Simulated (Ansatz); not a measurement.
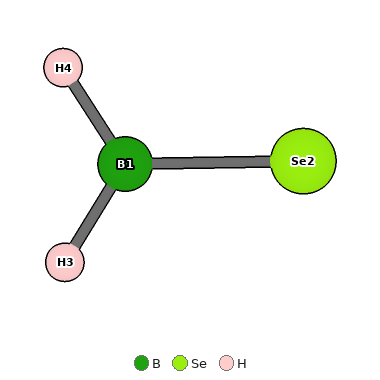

The system is BH2Se, SMILES B[Se-], charge −1; the picture shows the reference structure. 
- First axis: bond length B1–Se2. Second axis: bond length B1–H4.
- Nothing is relaxed (all other coordinates rigid).
- The grid has 15 × 15 points.
- Points are written as (first, second).
- All energies are given in kJ/mol relative to the lowest grid point.
- The reference is spin-restricted, which grows unreliable where a bond is stretched far.
- The calculation used RKS PBE0-D4/def2-TZVPD in Ansatz 0.2.0.

Its coordinates:

```csv
atom,x (Å),y (Å),z (Å)
B,-0.1287,0.0288,-0.0666
Se,1.5116,-0.3397,0.7788
H,-1.1354,-0.6079,0.1726
H,-0.2474,0.9188,-0.8849
```

Range: bond length B1–Se2 from 1.656 to 2.352 Å; bond length B1–H4 from 0.996 to 1.822 Å.

What will the energy surface look like?

The lowest grid point is at (1.905 Å, 1.232 Å). It is the only kind of minimum in the scanned range. The highest grid point, (2.352 Å, 1.822 Å), lies 289 kJ/mol above the lowest. Round the minimum the two coordinates are nearly uncoupled.

| bond length B1–H4 ↓, bond length B1–Se2 → | 1.656 | 1.706 | 1.755 | 1.805 | 1.855 | 1.905 | 1.954 | 2.004 | 2.054 | 2.104 | 2.153 | 2.203 | 2.253 | 2.302 | 2.352 |
| --- | --- | --- | --- | --- | --- | --- | --- | --- | --- | --- | --- | --- | --- | --- | --- |
| 1.822 | 199 | 170 | 152 | 143 | 140 | 143 | 151 | 163 | 177 | 193 | 210 | 229 | 249 | 269 | 289 |
| 1.763 | 185 | 155 | 136 | 126 | 123 | 126 | 134 | 145 | 159 | 174 | 192 | 210 | 230 | 249 | 270 |
| 1.704 | 169 | 139 | 120 | 110 | 106 | 109 | 116 | 127 | 140 | 156 | 173 | 191 | 210 | 230 | 250 |
| 1.645 | 154 | 123 | 104 | 93 | 89 | 91 | 98 | 108 | 121 | 137 | 154 | 172 | 191 | 210 | 230 |
| 1.586 | 139 | 107 | 87 | 76 | 72 | 74 | 80 | 90 | 103 | 118 | 135 | 153 | 171 | 191 | 210 |
| 1.527 | 124 | 92 | 72 | 60 | 55 | 57 | 63 | 72 | 85 | 100 | 116 | 134 | 153 | 171 | 191 |
| 1.468 | 110 | 78 | 57 | 45 | 40 | 41 | 46 | 56 | 68 | 83 | 99 | 116 | 135 | 154 | 173 |
| 1.409 | 98 | 65 | 44 | 31 | 26 | 27 | 32 | 41 | 53 | 68 | 83 | 101 | 119 | 137 | 157 |
| 1.350 | 88 | 54 | 33 | 19 | 14 | 14 | 19 | 28 | 40 | 54 | 70 | 87 | 105 | 124 | 143 |
| 1.291 | 80 | 46 | 24 | 11 | 5 | 5 | 10 | 18 | 30 | 44 | 59 | 76 | 95 | 113 | 132 |
| 1.232 | 77 | 42 | 20 | 6 | 0 | 0 | 5 | 13 | 24 | 38 | 54 | 71 | 88 | 107 | 126 |
| 1.173 | 79 | 45 | 22 | 8 | 2 | 1 | 6 | 14 | 25 | 39 | 54 | 71 | 89 | 107 | 126 |
| 1.114 | 91 | 56 | 33 | 19 | 12 | 12 | 16 | 24 | 35 | 48 | 64 | 80 | 98 | 116 | 135 |
| 1.055 | 113 | 78 | 55 | 41 | 34 | 33 | 37 | 45 | 56 | 70 | 85 | 101 | 119 | 137 | 156 |
| 0.996 | 151 | 116 | 93 | 78 | 71 | 71 | 75 | 82 | 93 | 107 | 122 | 138 | 156 | 174 | 192 |

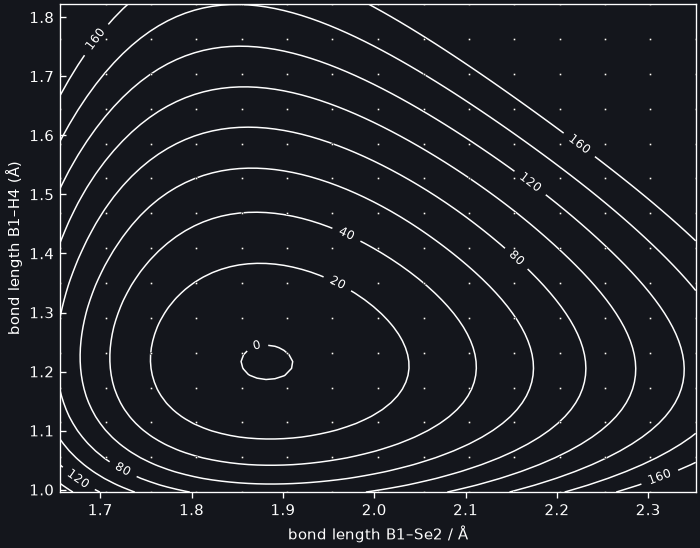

The picture shows contour lines labelled in kJ/mol (none above 160), dots at the grid points. Between grid points the surface is interpolated.

The whole map (225 points run) took 11 min on 1 thread of Arm Neoverse V1, on a shared host.
